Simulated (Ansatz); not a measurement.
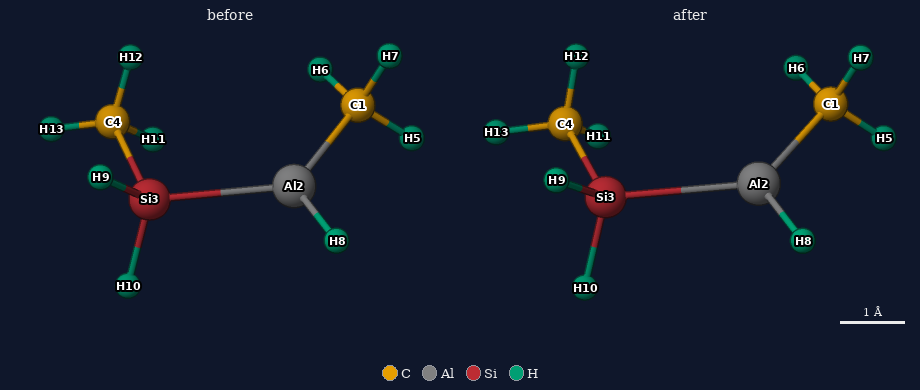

The structure of C2H9AlSi (coarse preliminary run) before (left) and after (right) a relaxation, at one scale.

The picture is a ball-and-stick view, seen from a free direction.

The start comes from a force field.

Level of theory: Ansatz 0.2.0, RKS PBE-D4/def2-SVP. Settings: force threshold 0.03 eV/Å; at most 200 steps.

Q: What changed between the two?

A: Over 6 geometry steps the energy falls by 0.601 eV. The largest force component goes from 6.3 to 0.021 eV/Å. The forces were under the threshold at step 3, but the run went on from there. H6 moves most after the best rigid fit: 0.25 Å. By element the largest moves are H 0.25 Å, C 0.21 Å, Si 0.09 Å, Al 0.08 Å. Near-neighbour distances that change, for instance: Al2–Si3 2.328 → 2.468 Å, C4–H13 0.992 → 1.109 Å, C4–H11 1.181 → 1.109 Å, Si3–H9 1.449 → 1.515 Å. Bond angles that change, for instance: H12–C4–H13 114.4° → 108.1°, Si3–C4–H11 104.7° → 110.8°, H9–Si3–H10 110.2° → 105.1°. The run took 9 s on 4 threads of Arm Neoverse V1, on a shared host.
